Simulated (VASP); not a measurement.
Band structure of Li$_{2}$Se (antifluorite). Computed with rev-vdW-DF2, VASP's PBE PAW potentials (set 64) (plane waves; VASP 6.6.1).

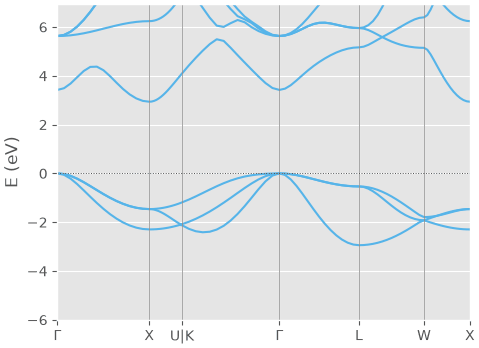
Fig. 1. Bands along high-symmetry lines, zero at the valence-band maximum or, without a gap, the Fermi level

**Question.** Read the plot: is there a gap, and where are the band edges?

**Answer.** The gap is indirect, 2.94 eV, from the valence maximum at Γ to the conduction minimum at X. (Edges off the drawn lines would not show.)

The compound is Li2Se in the antifluorite structure. It was relaxed first.
